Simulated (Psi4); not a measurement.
**HSE06/6-31G(d) (spherical functions) run of BGeNH6 (SMILES B[NH][GeH3])**

Aim: the energy change on altering one bond length of BGeNH6 at HSE06/6-31G* (spherical functions), from 2 runs. 

The calculation is run with Psi4 1.11.

**1. The system as given**

The species is BGeNH6 (9 atoms), meant as a singlet with charge 0. SMILES: `B[NH][GeH3]`. The coordinates come from a PBE0-D4/def2-TZVP relaxation.

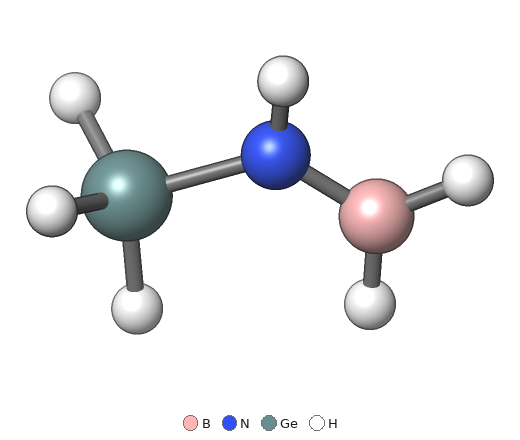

Viewed from a chosen angle; boron pink, nitrogen blue, germanium teal, hydrogen white.

**2. Energy and gradient at HSE06/6-31G(d) (spherical functions)**

Input file job.dat:

```
memory 2200 mb

molecule {
  B     -0.874000     0.629500    -1.162900
  N     -0.023300     0.687100    -0.062700
  Ge     0.665200    -0.761400     0.866600
  H     -1.217900    -0.440700    -1.581000
  H     -1.249100     1.647000    -1.674800
  H      0.253900     1.598400     0.272500
  H      2.201600    -0.714800     0.804900
  H      0.114900    -2.015200     0.184600
  H      0.217300    -0.676000     2.335700
  symmetry c1
  no_reorient
  no_com
}

set {
  puream               true
  e_convergence        1e-09
  d_convergence        1e-08
  scf_type             pk
  dft_radial_points    99
  dft_spherical_points 590
}

gradient("hse06/6-31G*")
print_variables()
```

Run with:

```bash
$ psi4 -n 1 job.dat job.out
```

job.out:

```text
[...]
  Running in c1 symmetry.
[...]
  Nuclear repulsion =  177.534512165479441
[...]
  Multiplicity = 1
[...]
  Nalpha       = 25
  Nbeta        = 25
[...]
    Number of basis functions: 72
[...]
   @RKS iter   1: -2158.05692140373549   -2.07884e+00   3.76777e-02 ADIIS/DIIS
[...]
   @RKS iter  12: -2159.57564938617497   -1.04592e-11   9.32168e-10 DIIS
[...]
    Orbital Energies [Eh]
    ---------------------
    Doubly Occupied:
       1A   -399.095190     2A    -49.940369     3A    -44.416588
       4A    -44.416280     5A    -44.416248     6A    -14.376725
       7A     -6.743983     8A     -6.305252     9A     -4.457140
      10A     -4.455745    11A     -4.455490    12A     -1.234418
      13A     -1.231827    14A     -1.231373    15A     -1.229081
      16A     -1.228825    17A     -0.858384    18A     -0.568845
      19A     -0.518781    20A     -0.425392    21A     -0.369685
      22A     -0.359977    23A     -0.344857    24A     -0.297872
      25A     -0.283326
[...]
  @RKS Final Energy: -2159.57564938617497
   => Energetics <=
    Nuclear Repulsion Energy =            177.5345121654794411
    One-Electron Energy =               -3358.1378559979643796
    Two-Electron Energy =                1091.1770321460435298
    DFT Exchange-Correlation Energy =     -70.1493376997337208
    Empirical Dispersion Energy =           0.0000000000000000
    VV10 Nonlocal Energy =                  0.0000000000000000
    Total Energy =                      -2159.5756493861749732
[...]
 Multipole Moments:
 ------------------------------------------------------------------------------------
     Multipole            Electronic (a.u.)      Nuclear  (a.u.)        Total (a.u.)
 ------------------------------------------------------------------------------------
 L = 1.  Multiply by 2.5417464519 to convert [e a0] to [Debye]
 Dipole X            :        -31.8200169           32.2651839            0.4451669
 Dipole Y            :         32.2053720          -32.1421627            0.0632093
 Dipole Z            :        -40.6581154           41.2332571            0.5751417
 Magnitude           :                                                    0.7300391
[...]
  -Total Gradient:
     Atom            X                  Y                   Z
    ------   -----------------  -----------------  -----------------
       1        0.002277057518     0.000942949581     0.002940921971
       2       -0.000401650839    -0.000099497291    -0.000512439018
       3       -0.000287216544    -0.000049004659    -0.000295312753
       4        0.000317457975     0.000812312610     0.000374878779
       5        0.000249790573    -0.001140755159     0.000355489980
       6       -0.001134069704    -0.002535631848    -0.001418908893
       7       -0.002191038214     0.000251260327    -0.000086663426
       8        0.000669004388     0.001642955933     0.000808628010
       9        0.000494475576     0.000204406703    -0.002175344481
[...]
```

It took 36 s on 1 thread of Intel Xeon 6975P-C (Granite Rapids), shared host; peak memory 1.2 GiB.

**3. The distorted shape at the same level**

Input file job.inp:

```
memory 2200 MB

molecule {
  0 1
  B     -0.686444     0.120733    -0.906941
  N      0.164256     0.178333     0.193259
  Ge     0.852756    -1.270167     1.122559
  H     -1.030344    -0.949467    -1.325041
  H     -1.249100     1.647000    -1.674800
  H      0.441456     1.089633     0.528459
  H      2.389156    -1.223567     1.060859
  H      0.302456    -2.523967     0.440559
  H      0.404856    -1.184767     2.591659
  symmetry c1
}

set basis 6-31G*
set puream true
set e_convergence 1e-09
set d_convergence 1e-08
set scf_type pk
set dft_radial_points 99
set dft_spherical_points 590

e_tot = gradient('hse06')
```

Run with:

```bash
$ psi4 job.inp job.out -n 1
```

job.out:

```text
[...]
  Running in c1 symmetry.
[...]
  Nuclear repulsion =  175.843522339760852
[...]
  Multiplicity = 1
[...]
  Nalpha       = 25
  Nbeta        = 25
[...]
    Number of basis functions: 72
[...]
   @RKS iter   1: -2157.97375669801386   -2.10655e+00   3.77644e-02 DIIS/ADIIS
[...]
   @RKS iter  11: -2159.50989088839287   -5.45697e-12   8.56211e-09 DIIS
[...]
    Orbital Energies [Eh]
    ---------------------
    Doubly Occupied:
       1A   -399.105087     2A    -49.950261     3A    -44.426555
       4A    -44.426143     5A    -44.426093     6A    -14.390517
       7A     -6.799730     8A     -6.315141     9A     -4.467302
      10A     -4.465509    11A     -4.465210    12A     -1.244581
      13A     -1.241710    14A     -1.241207    15A     -1.238858
      16A     -1.238588    17A     -0.872091    18A     -0.577546
      19A     -0.530840    20A     -0.413790    21A     -0.377784
      22A     -0.369115    23A     -0.353512    24A     -0.295329
      25A     -0.253038
[...]
  @RKS Final Energy: -2159.50989088839287
   => Energetics <=
    Nuclear Repulsion Energy =            175.8435223397608524
    One-Electron Energy =               -3354.2401245198166180
    Two-Electron Energy =                1088.9448849948246334
    DFT Exchange-Correlation Energy =     -70.0581737031617138
    Empirical Dispersion Energy =           0.0000000000000000
    VV10 Nonlocal Energy =                  0.0000000000000000
    Total Energy =                      -2159.5098908883928743
[...]
 Multipole Moments:
 ------------------------------------------------------------------------------------
     Multipole            Electronic (a.u.)      Nuclear  (a.u.)        Total (a.u.)
 ------------------------------------------------------------------------------------
 L = 1.  Multiply by 2.5417464519 to convert [e a0] to [Debye]
 Dipole X            :          4.1568977           -3.5130228            0.6438749
 Dipole Y            :         -5.0001679            4.6632028           -0.3369652
 Dipole Z            :          5.5144272           -4.6716789            0.8427484
 Magnitude           :                                                    1.1128096
[...]
  -Total Gradient:
     Atom            X                  Y                   Z
    ------   -----------------  -----------------  -----------------
       1        0.016237017532    -0.049960635937     0.022327099434
       2        0.007026871010    -0.009511848930     0.009350041546
       3       -0.001687834662     0.003531125613    -0.002204176134
       4        0.003260484755    -0.004942279341     0.004334963270
       5       -0.023716015646     0.062738522650    -0.032322645726
       6       -0.001085912571    -0.002788632480    -0.001348806315
       7       -0.001648888143    -0.000212724323     0.000386008176
       8        0.000806170834     0.001430535365     0.000991822092
       9        0.000802537988    -0.000254803728    -0.001522665498
[...]
```

Wall time 35 s (1 thread of Intel Xeon 6975P-C (Granite Rapids), shared host); peak memory 1.2 GiB.

**4. Summary of results**

Level: HSE06/6-31G* (spherical functions).

```
                                                         quantity           value
                                        first shape: total energy  -2159.57565 Eh
                                       first shape: dipole moment          1.86 D
                                         first shape: HOMO energy        -7.71 eV
                                         first shape: LUMO energy         0.21 eV
                                       first shape: HOMO–LUMO gap         7.91 eV
                            first shape: largest force on an atom      0.197 eV/Å
                                    distorted shape: total energy  -2159.50989 Eh
                                   distorted shape: dipole moment          2.83 D
                                     distorted shape: HOMO energy        -6.89 eV
                                     distorted shape: LUMO energy        -0.05 eV
                                   distorted shape: HOMO–LUMO gap         6.83 eV
                        distorted shape: largest force on an atom      3.829 eV/Å
energy change with the B1–H5 bond stretched from 1.199 to 1.799 Å        1.789 eV
```

**Reading.** With the B1–H5 bond stretched from 1.199 to 1.799 Å the energy rises by 1.79 eV (173 kJ/mol). The first shape isn't relaxed at this level, so the change isn't measured from a minimum.
